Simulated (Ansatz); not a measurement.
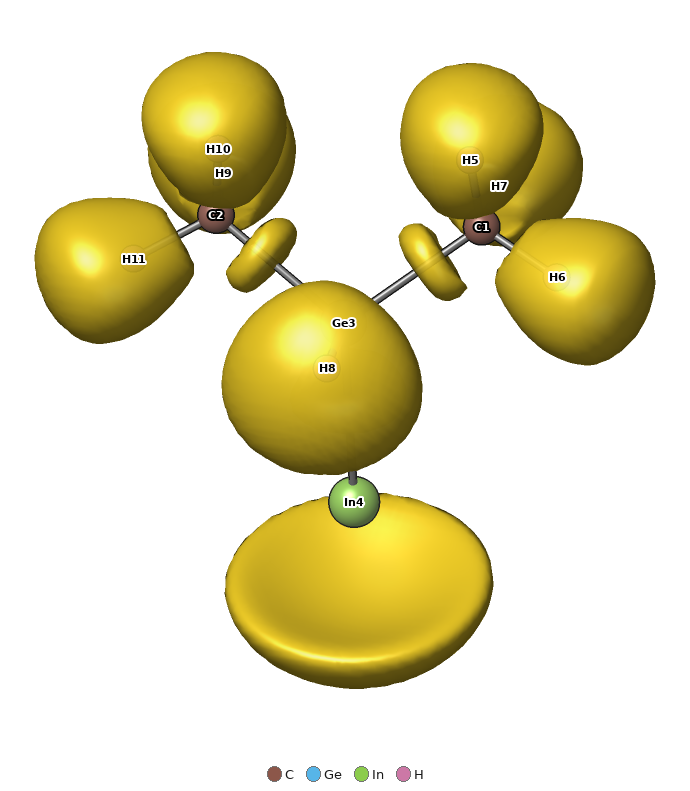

The picture shows: C2H7GeIn (SMILES [CH3][GeH]([CH3])[In]). Isosurface of the electron localisation function at 0.8 (yellow), seen at a tilt. Core shells and regions of very low density are left out.

Geometry: PBE-D3(BJ)/def2-SVP; core potentials replace the inner electrons of In.

These are results of isolated molecule in a Gaussian basis; Kohn-Sham density functional theory, functional PBE0 in Ansatz, not measurements.

```tsv
atom	x (Å)	y (Å)	z (Å)
C	-1.5870	-0.0704	-1.1299
C	-0.8804	-2.8780	0.1810
Ge	-0.0758	-1.3471	-0.8263
In	1.3909	-2.0531	-3.1291
H	-2.0894	0.1580	-0.1679
H	-1.2261	0.8802	-1.5700
H	-2.3358	-0.5107	-1.8184
H	0.8418	-0.6210	0.2341
H	-1.6018	-3.4270	-0.4568
H	-1.4197	-2.5025	1.0742
H	-0.1009	-3.5901	0.5172
```

Question: What do the ELF domains correspond to?

Answer: The surface consists of one region between bonded Ge–In atoms (shared pairs), seven regions around hydrogen nuclei, two lobes of the valence shell of C pointing towards Ge (polar bonds) and one lobe on In, pointing away from the bonds (lone pairs). Along the contacts the grid gives the following. C–Ge (2.00 Å): the ELF peaks at about 0.95 in the valence shell of C, 0.8 Å from its nucleus, and is about 0.70 at the midpoint. In–Ge (2.82 Å): the ELF peaks at about 0.85 between the atoms, as expected for a shared electron pair.
